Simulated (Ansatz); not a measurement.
The figure comes from a scan of PtSb$_{2}$ (space group Pa-3): a phonon pattern at Γ is frozen into a 12-atom cell, Q being the largest atomic displacement. Calculation: PBE (plane waves to 420 eV, PAW, scalar-relativistic; Ansatz, a first-principles code). k mesh 6×6×6 (Γ-centred), Fermi-Dirac smearing 0.05 eV. E stands for the smeared free energy. With partly filled bands, energies and forces of such displacements shift with the k mesh and the smearing. At this level the bands of PtSb2 touch or barely overlap; measurements give the solid a gap. PtSb2 is run without spin polarisation. PtSb2 was relaxed with its symmetry unable to fall. Spin-orbit coupling is left out, though Pt and Sb are heavy. ΔE is measured from the undisplaced structure.

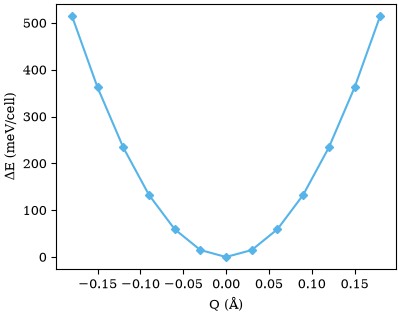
*ΔE (meV/cell) against Q (Å); computed points joined by lines.*

Read the plotted values off the figure, to the accuracy that the plot allows.

To the nearest 10:

```
Q (Å)   ΔE (meV/cell)
------  -------------
-0.180            520
-0.150            360
-0.120            230
-0.090            130
-0.060             60
-0.030             10
0.000               0
0.030              10
0.060              60
0.090             130
0.120             230
0.150             360
0.180             520
```

(A displaced cell: forces are minus the slopes of the energy, force constants its curvatures, and phonons follow from these.)
